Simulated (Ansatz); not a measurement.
# CH4NOSi (charge +1): what the fields show

The calculation's input:

```
crystal:
  periodic: [false, false, false]
  atoms:
    - { symbol: C, position_ang: [-0.45992, 1.4736, -0.52419] }
    - { symbol: O, position_ang: [-0.14442, 0.125, -0.17379] }
    - { symbol: Si, position_ang: [0.38944, -1.16066, 0.4492] }
    - { symbol: "N", position_ang: [1.00141, -2.43482, 1.17706] }
    - { symbol: H, position_ang: [-1.28313, 1.44574, -1.23865] }
    - { symbol: H, position_ang: [-0.7576, 2.02193, 0.36962] }
    - { symbol: H, position_ang: [0.41476, 1.9397, -0.97804] }
    - { symbol: H, position_ang: [0.83946, -3.4105, 0.9188] }
total_charge: 1
basis:
  gaussian: { orbitals: def2-SVP }
hamiltonian:
  xc: pbe
relax:
  f_tol: 0.02
  max_steps: 50
output:
  orbitals: {}
```

Command:

```sh
ansatz run input.yaml --threads 1 --pin off --max-ram 2048MiB --backend cpu --events-out ev --progress --plain --runs-dir out
```

The fields are those of the relaxed geometry.

Level of theory: RKS PBE/def2-SVP (Ansatz).

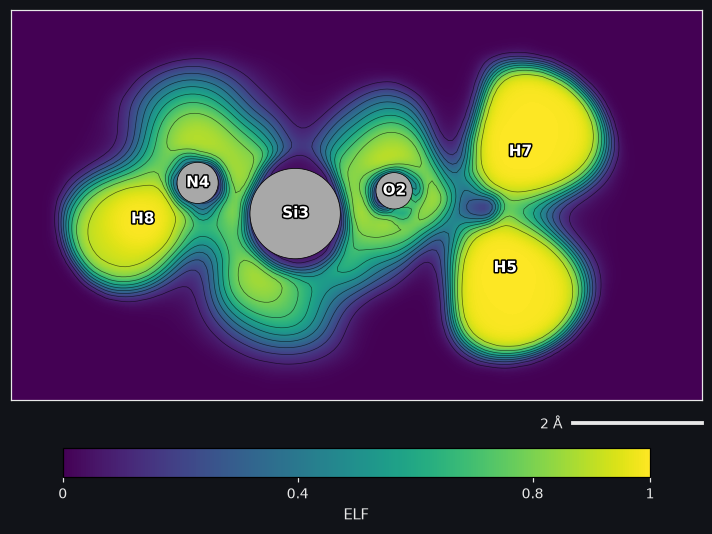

Figure 1. Electron localisation function on the plane of atoms O2, Si3 and N4. Grey discs cover the atomic cores.

### Interpret the plot.

Atoms in the plane: O, Si, N and H.
Si–O (1.57 Å): the ELF peaks at about 0.85 between the atoms: a shared but strongly polarised pair.
Si–N (1.58 Å): the ELF peaks at about 0.80 in the valence shell of N, 0.6 Å from its nucleus, and is about 0.55 at the midpoint.
N–H (1.03 Å): the ELF climbs to about 1 towards the hydrogen, as it does in any bond to H (an ordinary covalent bond to hydrogen).
The ELF also peaks beside Si3, O2 and N4, away from the bonds: lone-pair regions.

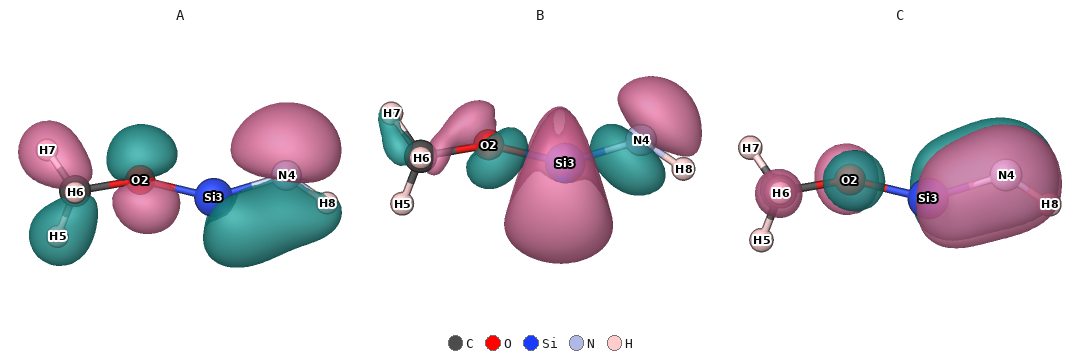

Figure 2. Three frontier orbitals at ±0.1 Å⁻³ᐟ² (teal and pink are the two phases), in no order.

### Order the three orbitals by energy and name them.

A is the HOMO−1 (−13.37 eV). It lies mainly on N4 (about 50 %), O2 (about 15 %), Si3 (about 15 %) and C1 (about 5 %). C is the HOMO (−12.81 eV). Its weight (Hirshfeld) is mainly on N4 (about 60 %), Si3 (about 20 %) and O2 (about 10 %). B is the LUMO (−10.38 eV). By Hirshfeld shares it lies mainly on Si3 (about 55 %), N4 (about 25 %) and O2 (about 15 %).

### What is the HOMO–LUMO gap?

2.43 eV between the orbital energies.

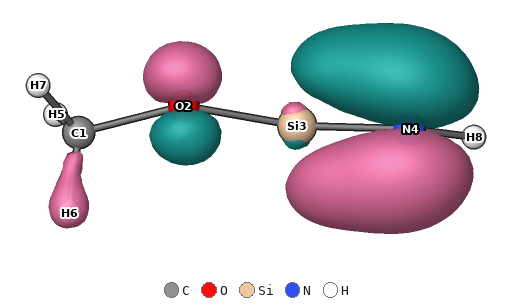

Figure 3. The HOMO at ±0.15 Å⁻³ᐟ² (teal and pink are the two phases), seen from one side.

### Describe this orbital and give its energy.

By Hirshfeld shares it lies mainly on N4 (about 60 %), Si3 (about 20 %) and O2 (about 10 %). Its energy is −12.81 eV.
